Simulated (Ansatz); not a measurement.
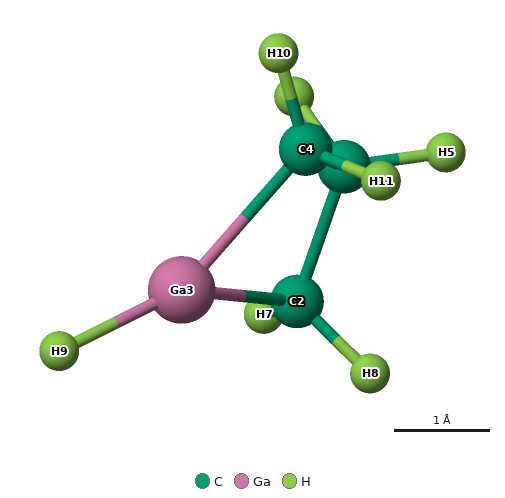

Fig. 1: The input geometry of the first run (ball-and-stick view, seen at a tilt; atoms are numbered from 1 in the order of the input). Sticks mark near contacts.

# What a change does: single-point calculation on C₃H₇Ga

System: C₃H₇Ga, SMILES C1[CH2][GaH][CH2]1.
Method of the first run: RKS B2PLYP (frozen core)/def2-TZVPP (Ansatz 0.2.0).

The geometry comes from this level: PBE0-D4/def2-TZVP. Text and figures count atoms from 1; the logs count them from 0 in places.

**Input, the first run**
```yaml
crystal:
  periodic: [false, false, false]
  atoms:
    - {symbol: C, position_ang: [-0.496295, 0.428171, -0.673365]}
    - {symbol: C, position_ang: [-1.004810, -0.632514, 0.334262]}
    - {symbol: Ga, position_ang: [0.720758, -0.383445, 1.303881]}
    - {symbol: C, position_ang: [1.038788, 0.469295, -0.471346]}
    - {symbol: H, position_ang: [-0.794122, 0.224053, -1.708058]}
    - {symbol: H, position_ang: [-0.919723, 1.403132, -0.414049]}
    - {symbol: H, position_ang: [-1.981833, -0.442830, 0.779628]}
    - {symbol: H, position_ang: [-1.032630, -1.632152, -0.112853]}
    - {symbol: H, position_ang: [1.404396, -0.636527, 2.692009]}
    - {symbol: H, position_ang: [1.514472, 1.442115, -0.598800]}
    - {symbol: H, position_ang: [1.550988, -0.239290, -1.131299]}
basis:
  gaussian: {orbitals: def2-TZVPP}
hamiltonian: {xc: {name: B2PLYP}}
```

Command:
```bash
ansatz run in.yaml --threads 4 --pin off --events-out ev --progress --plain --max-ram 10444MiB
```

Hardware: 4 threads of Arm Neoverse V1, 23 GiB of memory available, shared host.

**Output (the first run)**
```
Functional definition: B2PLYP
  parameter a = 0.53
  parameter c = 0.27
  exchange = (1 - a)*b88_x + a*exact_x
  correlation = (1 - c)*lyp_c + c*(mp2_os + mp2_ss)
1418 factors; integrals over basis functions are off by at most 1.1e-3 eV
mean field evaluation 1: about -55574.8407 eV, gradient 6.0e1 eV
mean field evaluation 2: about -55574.9319 eV, gradient 6.0e1 eV
mean field evaluation 4: about -55583.3783 eV, gradient 4.3e0 eV
mean field evaluation 8: about -55583.4274 eV, gradient 5.0e-1 eV
mean field evaluation 16: about -55583.4279 eV, gradient 8.7e-5 eV
mean field -55583.42786331 eV, -2042.6532981759 hartree, gradient 2.2e-6 eV, S^2 0.000000; 0 other end points of the search recorded, 0 dependent functions left out
12 core orbitals not correlated: weight in the atoms' cores, before any rotation towards them, 1.000 or more for the frozen orbitals, at most 0.000 for the correlated occupied ones
reference -55583.42804479 eV, -2042.6533048455 hartree; 16, 16 occupied and 211, 211 virtual orbitals, 1418 factors
second order -24.99407666 eV of doubles, -0.00000000 eV of singles
Total energy: -55590.17644549 eV, -2042.9013039969 hartree
```

The input of the second run differs as follows (lines with − go, lines with + come):
```diff
-  gaussian: {orbitals: def2-TZVPP}
-hamiltonian: {xc: {name: B2PLYP}}
+  gaussian: {orbitals: aug-cc-pVDZ}
+hamiltonian: {xc: {name: SPW92}}
```

How does the second run compare with the first run?

The total energies belong to different models, so their difference says nothing on which is more stable or more accurate. The functional changes from B2PLYP to SPW92. The basis functions go from 239 to 168.

**Output (the second run)**
```
Functional definition: SPW92
  exchange = slater_x
  correlation = pw_c
1586 factors; their error is unknown
mean field evaluation 1: about -55463.8324 eV, gradient 9.6e1 eV
mean field evaluation 2: about -55293.4082 eV, gradient 2.2e2 eV
mean field evaluation 4: about -55487.0747 eV, gradient 2.0e1 eV
mean field evaluation 8: about -55488.1145 eV, gradient 9.2e-2 eV
mean field evaluation 16: about -55488.0878 eV, gradient 1.5e-4 eV
mean field -55488.08782906 eV, -2039.1496165410 hartree, gradient 2.1e-5 eV, S^2 0.000000; 0 other end points of the search recorded, 0 dependent functions left out
reference -55488.08792611 eV, -2039.1496201076 hartree; 28, 28 occupied and 140, 140 virtual orbitals, 1586 factors
Total energy: -55488.08792611 eV, -2039.1496201076 hartree
```

**The two runs side by side**

| quantity | the first run | the second run |
| --- | --- | --- |
| outcome | converged | converged |
| total energy (hartree) | −2042.901304 | −2039.149620 |
| basis functions | 239 | 168 |
| wall time (shared host) | 6 s | 1.4 s |
